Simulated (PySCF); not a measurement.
**C4H11B2F3Si: NMR shielding calculation**

- system: C4H11B2F3Si
- method: GIAO PBE0/pcSseg-1 NMR shielding, non-relativistic, gas phase (PySCF 2.14.0)

The geometry comes from this level: GFN2-xTB. It belongs to a series of runs on one base structure; here: H on B replaced by nPr. Figures and captions count atoms from 1; the log counts them from 0 in places.

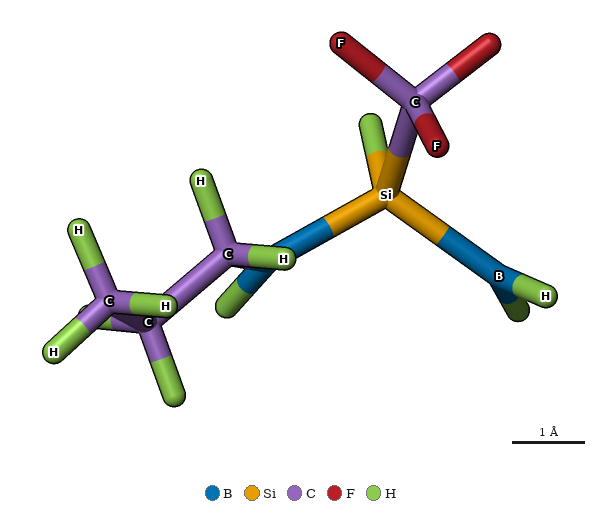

*The input geometry (stick view, seen at a tilt).*

The input
```
{"job": {"kind": "nmr", "xc": "PBE0", "basis": "pcSseg-1"}, "charge": 0, "multiplicity": 1}
B     -3.221965    -1.435362    -0.297915
Si    -2.079583    -0.201710     0.700949
B     -0.174547    -0.705078     0.814259
C      0.914012     0.011365    -0.050615
C      2.309008    -0.622791    -0.095812
C      3.300702     0.243703    -0.863442
C     -2.149499     1.527901    -0.254870
F     -3.386146     2.068998    -0.297489
F     -1.350017     2.478885     0.282797
F     -1.754016     1.410909    -1.546492
H     -3.318644    -1.383562    -1.461551
H     -3.774986    -2.309323     0.246114
H     -2.624988     0.275779     1.994785
H      0.146458    -1.564154     1.546031
H      0.576284     0.188727    -1.077361
H      1.013923     1.024498     0.365271
H      2.673599    -0.774983     0.921853
H      2.243062    -1.603691    -0.571632
H      4.274638    -0.238372    -0.913330
H      2.952023     0.416215    -1.879720
H      3.421762     1.208988    -0.375732
```

The first line tells a small driver script what to run in PySCF; the rest is the geometry in Å.

Hardware: 1 CPU thread, shared host.

Launch command:
```bash
OMP_NUM_THREADS=1 python <driver script> task.json out
```

Output
```
coarse grid: 18224 points
cycle   1  E = -796.7629979231  dE =  8.882e-01  |g| = 8.887e-01  |ddm| = 3.904e+00
cycle   2  E = -796.6246697320  dE =  1.383e-01  |g| = 1.314e+00  |ddm| = 1.212e+00
cycle   3  E = -796.9078458834  dE = -2.832e-01  |g| = 6.203e-02  |ddm| = 7.237e-01
cycle   4  E = -796.9084287488  dE = -5.829e-04  |g| = 3.742e-02  |ddm| = 8.006e-02
cycle   5  E = -796.9087513067  dE = -3.226e-04  |g| = 6.145e-03  |ddm| = 3.361e-02
cycle   6  E = -796.9087606322  dE = -9.326e-06  |g| = 1.468e-03  |ddm| = 7.416e-03
final grid: 173080 points
cycle   7  E = -796.9835856142  dE = -6.594e-05  |g| = 1.001e-02  |ddm| = 3.416e-02
cycle   8  E = -796.9835741829  dE =  1.143e-05  |g| = 1.269e-02  |ddm| = 1.795e-02
cycle   9  E = -796.9836098582  dE = -3.568e-05  |g| = 8.796e-04  |ddm| = 9.625e-03
cycle  10  E = -796.9836100057  dE = -1.475e-07  |g| = 3.080e-04  |ddm| = 8.348e-04
cycle  11  E = -796.9836100218  dE = -1.610e-08  |g| = 8.382e-05  |ddm| = 2.637e-04
cycle  12  E = -796.9836100235  dE = -1.754e-09  |g| = 1.800e-05  |ddm| = 9.309e-05
cycle  13  E = -796.9836100236  dE = -7.640e-11  |g| = 4.294e-06  |ddm| = 2.142e-05
```

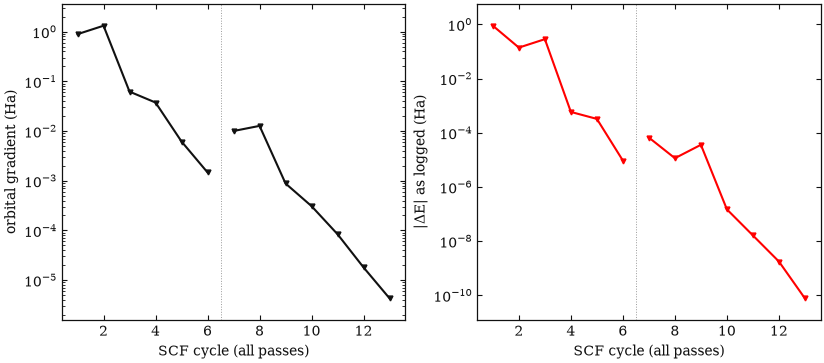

*Convergence of the self-consistent field: orbital gradient and size of the energy change against the SCF cycle. The dotted line marks the change from a coarse to the final integration grid.*

The first 6 cycles use a coarse grid, the final grid takes over at cycle 7, and the field converges after 13 cycles in all.

```
converged SCF energy = -796.9836100236

GIAO shielding tensors (ppm)
atom      isotropic    diamagn.    paramagn.     s11        s22        s33       span
  0 B      -16.347     196.955    -213.303   -139.538    -59.665    150.162    289.700
  1 Si     392.862     881.981    -489.118    342.710    410.940    424.937     82.227
  2 B      -12.898     196.428    -209.325   -103.890    -61.898    127.095    230.985
  3 C      139.186     256.210    -117.024     98.753    152.557    166.248     67.495
  4 C      159.459     246.522     -87.063    141.194    165.213    171.970     30.777
  5 C      167.421     245.456     -78.035    153.092    162.909    186.262     33.171
  6 C       42.442     250.480    -208.038     34.238     39.669     53.418     19.180
  7 F      233.037     470.611    -237.575    141.962    232.069    325.080    183.117
  8 F      235.787     478.335    -242.549    139.762    238.930    328.667    188.905
  9 F      238.247     478.620    -240.373    132.343    255.231    327.166    194.823
 10 H       20.865      29.459      -8.594      6.654     27.658     28.282     21.627
 11 H       21.017      28.910      -7.893      8.497     26.429     28.124     19.627
 12 H       27.003      28.434      -1.431     22.904     26.478     31.627      8.723
 13 H       21.740      31.732      -9.992     11.445     26.246     27.529     16.085
 14 H       28.737      36.114      -7.377     22.865     28.365     34.981     12.117
 15 H       29.796      35.210      -5.414     23.941     30.508     34.939     10.998
 16 H       29.883      31.171      -1.289     25.213     28.547     35.888     10.675
 17 H       30.088      31.493      -1.404     25.733     29.059     35.472      9.739
 18 H       30.368      26.514       3.854     25.588     27.747     37.769     12.180
 19 H       30.687      29.565       1.122     26.729     29.252     36.082      9.353
 20 H       30.654      29.236       1.418     27.278     28.767     35.919      8.641
```

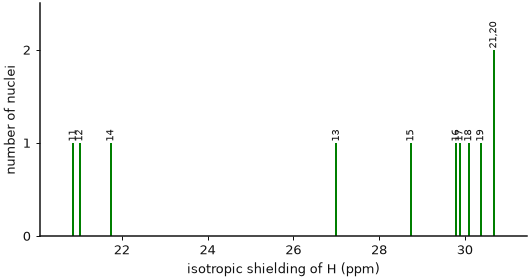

*Isotropic shieldings of the hydrogen nuclei in this fixed geometry, labelled by atom number; shielding grows to the right, so chemical shift grows to the left.*

The least shielded is H11 (20.9 ppm), the most shielded H20 (30.7 ppm).

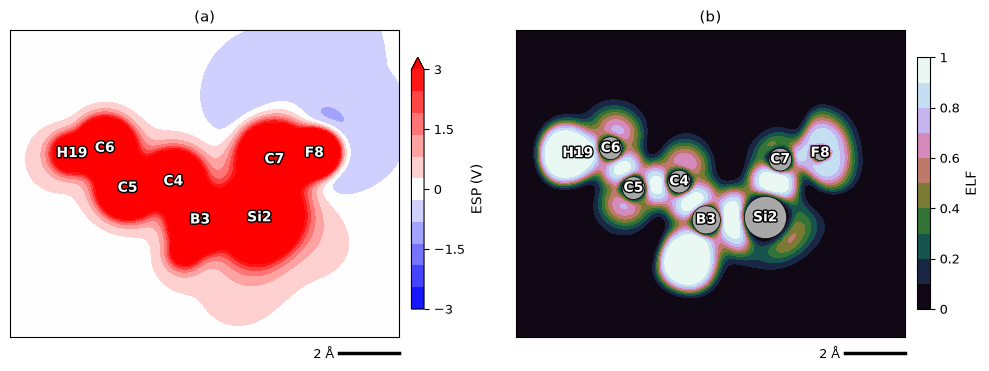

*(a) molecular electrostatic potential; (b) electron localisation function on the plane of atoms Si2, C7 and F8. Grey discs, where drawn, cover atomic cores.*

C–C (1.52 Å): the ELF peaks at about 0.95 between the atoms (a covalent bond). Si–B (1.97 Å): the ELF peaks at about 1 between the atoms, as expected for localised, shared-pair bonding. C–Si (1.98 Å): the ELF peaks at about 1 between the atoms (localised, shared-pair bonding).

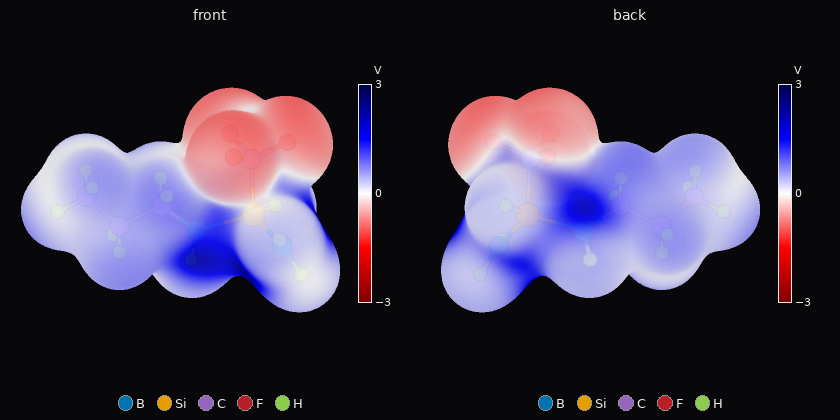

*The molecular electrostatic potential painted on the density surface at 0.002 e/bohr³, seen face on and from behind; the colour scale runs from red (negative) to blue (positive).*

A positive charge is drawn to the negative regions and a negative charge to the positive ones. Its dipole moment is 2.79 D.

Summary

```tsv
quantity	value
outcome	converged
total energy	−796.983610 hartree
HOMO	−8.29 eV
LUMO	−3.06 eV
dipole moment	2.79 D
isotropic shielding, B	−16.3 to −12.9 ppm
isotropic shielding, Si	392.9 ppm
isotropic shielding, C	42.4 to 167.4 ppm
isotropic shielding, F	233.0 to 238.2 ppm
isotropic shielding, H	20.9 to 30.7 ppm
wall time	1.9 min
peak memory	1.1 GiB
```
